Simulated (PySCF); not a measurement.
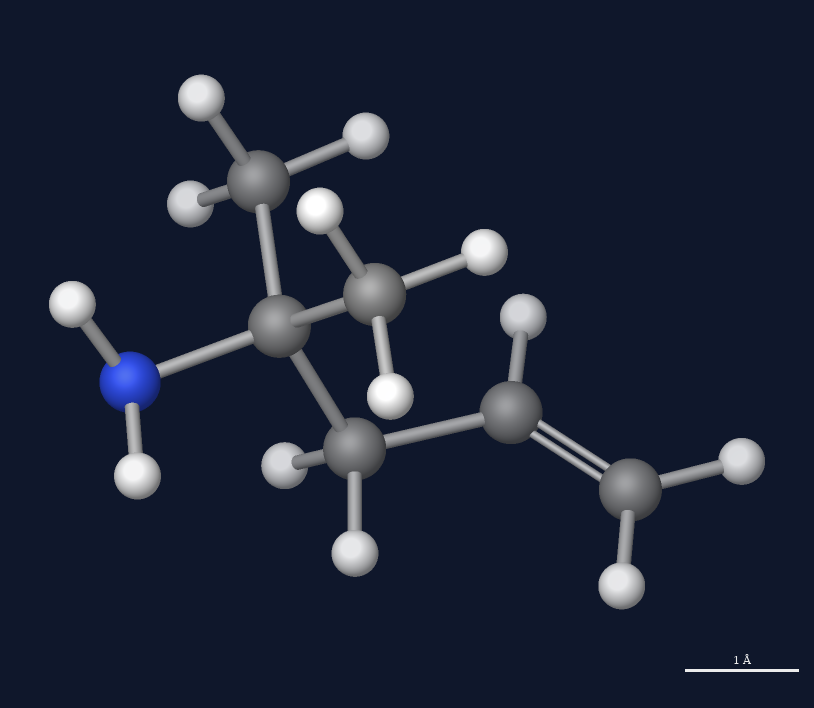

The picture shows a molecular structure as a ball-and-stick model. Double and triple bonds are drawn as two and three sticks. Colours: carbon grey, nitrogen blue, hydrogen white.

The geometry was computed by an optimisation with GFN2-xTB. No frequency run is at hand to confirm it as a minimum.

**Which formula does it have?**

C6H13N, 20 atoms: 6 carbon, 13 hydrogen and 1 nitrogen.

**Does it have rings?**

It has no ring.

More results for the same structure follow; atom numbers are the same in all pictures, views and colours differ.

Shape

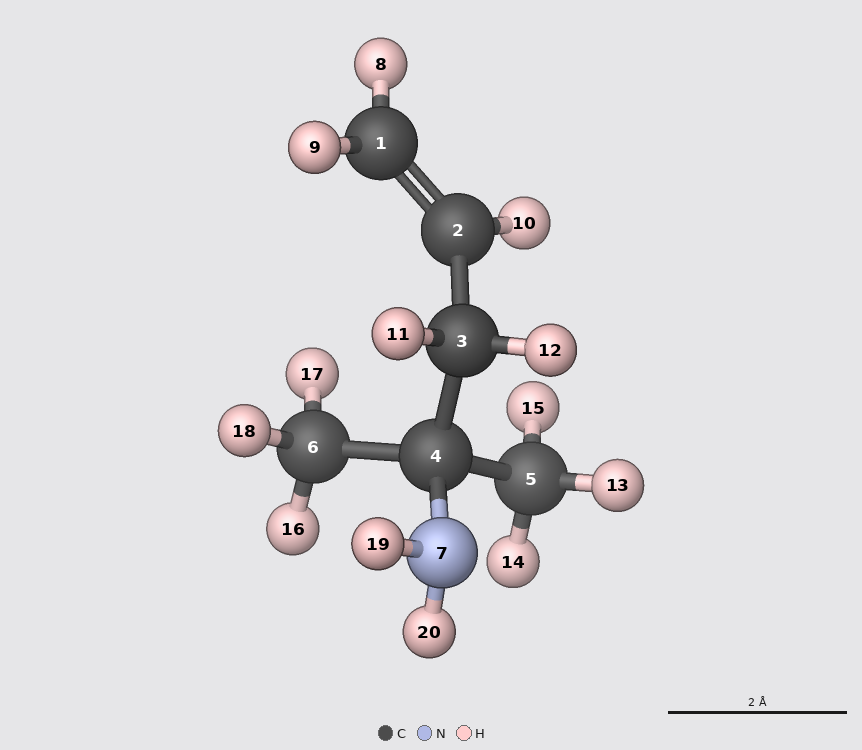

The atoms are numbered. No frequency run is at hand to confirm it as a minimum.

Estimate the angles C1–C2–H10, C2–C1–H9, C2–C3–C4, C2–C3–H12, C3–C4–C6, C4–C3–H12, C4–C5–H15, C4–C6–H16, C4–C6–H17, C4–N7–H20, C5–C4–C6, C5–C4–N7.

```json
{"angle": "C1–C2–H10", "degrees": "119.9"}
{"angle": "C2–C1–H9", "degrees": "121.6"}
{"angle": "C2–C3–C4", "degrees": "114.3"}
{"angle": "C2–C3–H12", "degrees": "109.4"}
{"angle": "C3–C4–C6", "degrees": "110.0"}
{"angle": "C4–C3–H12", "degrees": "107.4"}
{"angle": "C4–C5–H15", "degrees": "110.9"}
{"angle": "C4–C6–H16", "degrees": "110.3"}
{"angle": "C4–C6–H17", "degrees": "110.4"}
{"angle": "C4–N7–H20", "degrees": "110.3"}
{"angle": "C5–C4–C6", "degrees": "109.7"}
{"angle": "C5–C4–N7", "degrees": "107.2"}
```

Excitation

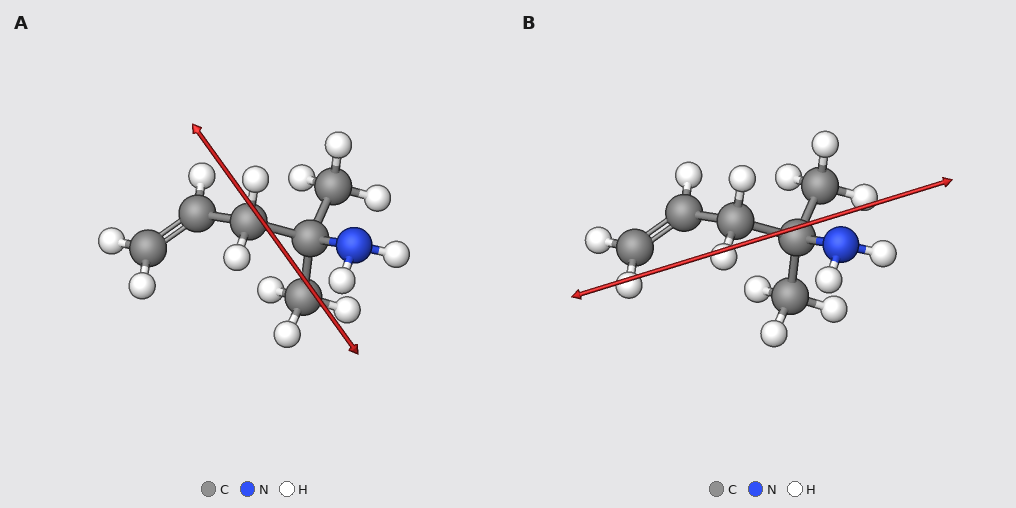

The double arrows show the directions of two transition dipoles from the ground state (lengths mean nothing). No frequency run is at hand to confirm it as a minimum. Method: TDDFT PBE0/def2-SVPD, vertical, gas phase, core orbitals frozen in the response (PySCF 2.14.0).

**One belongs to singlet state 2 and one to singlet state 5. Which is which?**

A: state 2, 6.34 eV (196 nm), oscillator strength 0.023, mainly HOMO → LUMO+1 (weight 0.75).
B: state 5, 7.34 eV (169 nm), oscillator strength 0.076, of mixed character, with the largest part HOMO → LUMO+3 (weight 0.42).

NMR shielding

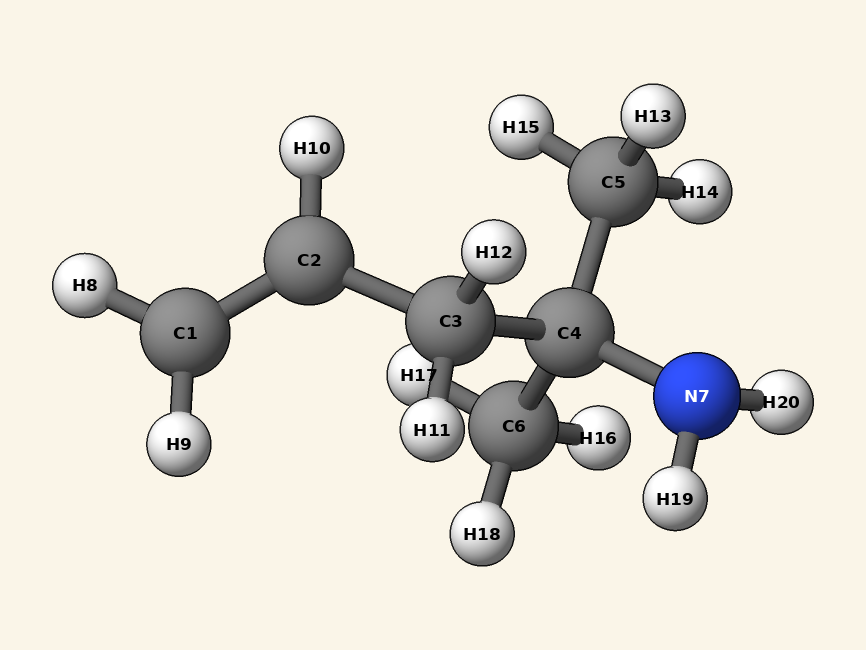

No frequency run is at hand to confirm it as a minimum. Properties computed with GIAO PBE0/pcSseg-1 NMR shielding, non-relativistic, gas phase (PySCF 2.14.0). Principal shieldings σ11 ≤ σ22 ≤ σ33, span Ω = σ33 − σ11, skew κ = 3(σiso − σ22)/Ω.

**Which C atom has the most anisotropic shielding?**

C2, with a span of 247 ppm.

Give the shielding tensors of the C atoms.

```csv
atom,σ11,σ22,σ33,σiso,Ω,κ
C1,−49.3,83.5,155.6,63.3,205.0,−0.30
C2,−83.7,43.4,163.4,41.0,247.0,−0.03
C3,114.9,132.0,153.0,133.3,38.0,0.10
C4,123.5,130.3,152.3,135.4,28.9,0.53
C5,138.0,148.1,187.3,157.8,49.3,0.59
C6,134.5,139.6,180.8,151.6,46.2,0.78
```

Shieldings and span in ppm.

Polarisability

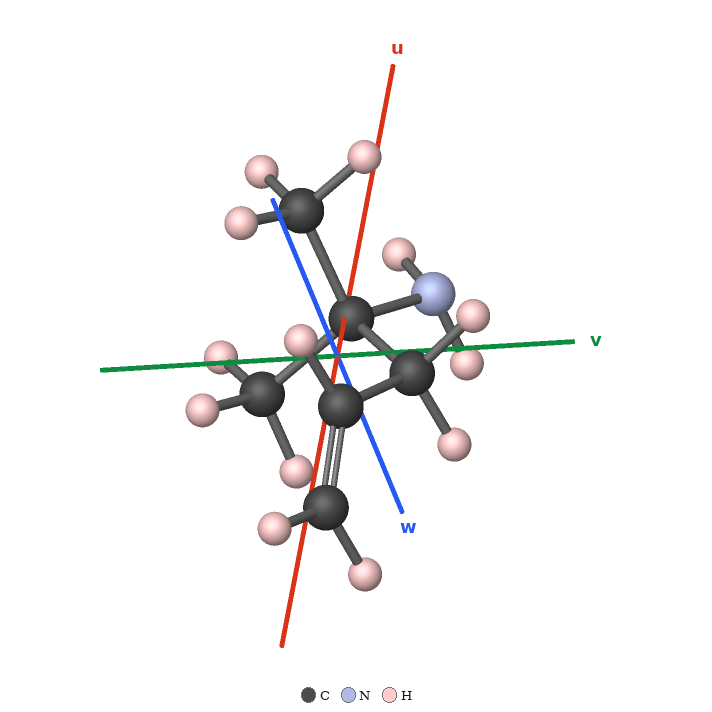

The lines u, v and w are the principal axes of the static dipole polarisability. No frequency run is at hand to confirm it as a minimum. Level of theory: PBE0/def2-SVPD (PySCF 2.14.0).

**Along which axis is the molecule most polarisable, and along which least?**

Most along u, least along v.

**Give the three principal values.**

u 97.9, v 73.4, w 77.3 bohr³; mean 82.8, anisotropy 22.8 bohr³.

Quadrupole coupling

No frequency run is at hand to confirm it as a minimum. Electric field gradients from the ground-state density, PBE0/pcSseg-1 (PySCF 2.14.0), non-relativistic apart from any core potentials.

Give the largest field-gradient component, the quadrupole coupling constant and the asymmetry for 14N at N7 (Q = 20.44 mb), 2H at H8 (Q = 2.86 mb), 2H at H9 (Q = 2.86 mb).

```tsv
atom	V_zz (a.u.)	e²qQ/h (MHz)	η
N7	−1.155	−5.55	0.10
H8	0.338	0.227	0.05
H9	0.336	0.226	0.06
```
